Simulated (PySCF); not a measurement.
BrGeH3, SMILES `Br[GeH3]`.

Method: B3LYP/def2-SVPD; geometry: GFN2-xTB; program: PySCF. No frequency check shows the geometry to be a minimum. GFN2-xTB bond lengths at metals and heavier atoms can be off by up to 0.1 Å and shapes distorted, which carries into these values.

Input script:

```python
import numpy as np
from pyscf import gto, scf, dft
from pyscf.scf import atom_ks, atom_hf
from scipy.linalg import block_diag

def solve(mol, dm0=None, hcore=None):
    mf = (dft.UKS if mol.spin else dft.RKS)(mol, xc='b3lyp')
    mf.grids.level = 3
    mf = mf.density_fit(auxbasis='def2-universal-jkfit')
    mf.conv_tol, mf.max_cycle = 1e-8, 80
    if hcore is not None:
        mf.get_hcore = lambda *args: hcore
    mf.kernel(dm0)
    if not mf.converged:
        mf = mf.newton().run(mf.mo_coeff, mf.mo_occ, max_cycle=30)
    assert mf.converged, 'SCF not converged'
    return mf

mol = gto.M(atom='''
Br     1.14814     0.00000     0.00000
Ge    -1.11001     0.00000     0.00000
H     -1.55485    -1.38019    -0.37819
H     -1.55485     0.36255     1.38436
H     -1.55486     1.01760    -1.00617
''', basis='def2-svpd', charge=0, spin=0, verbose=4)
mf = solve(mol)
mf.analyze()
# spherically averaged free atoms, for the promolecule
atm = atom_ks.get_atm_nrks(mol, xc='b3lyp')
pro = block_diag(*[(atm[a[0]][2] * atm[a[0]][3]) @ atm[a[0]][2].T for a in mol._atom])
np.savez('result.npz', e=mf.e_tot, c=mf.mo_coeff, occ=mf.mo_occ, eps=mf.mo_energy, pro=pro, dip=mf.dip_moment(verbose=0), s2=mf.spin_square()[0])
```

Run with:

```sh
OMP_NUM_THREADS=1 python input.py
```

The run took 9.1 s on 1 thread of Arm Neoverse V2 (shared host), peak memory 0.4 GiB.

Partitions, critical points and surface values were worked out afterwards from this run's density.

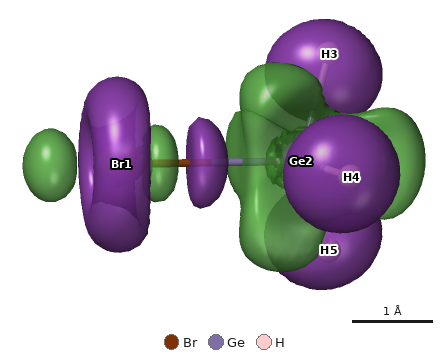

Deformation density (molecule less spherical, spin-averaged free atoms at the same positions), surfaces at ±0.04 e/Å³; purple: gain, green: loss.

Describe the bonding that the map shows.

Ge2–H4, Ge2–H5 and Ge2–H3: +0.26 e/Å³ at the bond critical point (bond length 1.50 Å). Br1–Ge2: +0.06 e/Å³ at the bond critical point (bond length 2.26 Å). In all, 1.1 electrons gather in the regions of gain relative to the promolecule. A small or negative value marks a very polar bond, one between electron-rich atoms, whose free-atom densities already overlap strongly, a long bond to a heavier atom, or a closed-shell contact such as a hydrogen bond.

Where do the Hirshfeld charges lie?

The highest Hirshfeld charge is on Ge2 (+0.33 e), the lowest on Br1 (−0.15 e).
